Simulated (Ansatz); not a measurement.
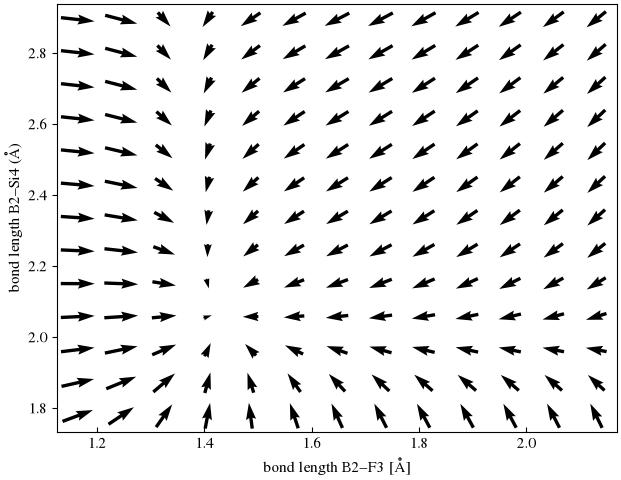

BFH₃OSi, SMILES [O-]B(F)[SiH3], charge −1. First axis: bond length B2–F3. Second axis: bond length B2–Si4. Nothing is relaxed (all other coordinates rigid). The scan uses a 13 × 13 grid. Points are written as (first, second). The reference is spin-restricted, which grows unreliable where a bond is stretched far. Method: RKS CAM-B3LYP-D4/def2-SVPD in Ansatz.

In the figure: arrows along the force (downhill), their lengths compressed.

Q: The arrows alone are given. Where is the energy lowest?

A: The arrows converge at about (1.420 Å, 2.066 Å) (read from the interpolated surface).

The energy map of the same scan:

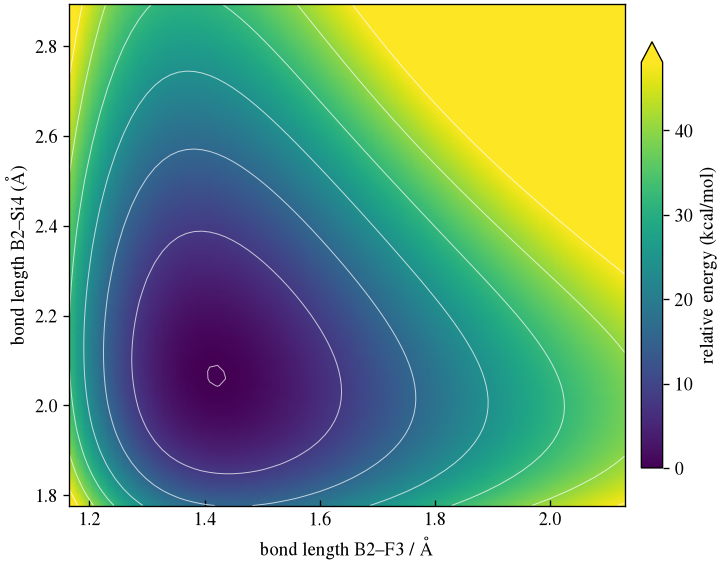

Energies are in kcal/mol, from the lowest grid point; between grid points the surface is interpolated.
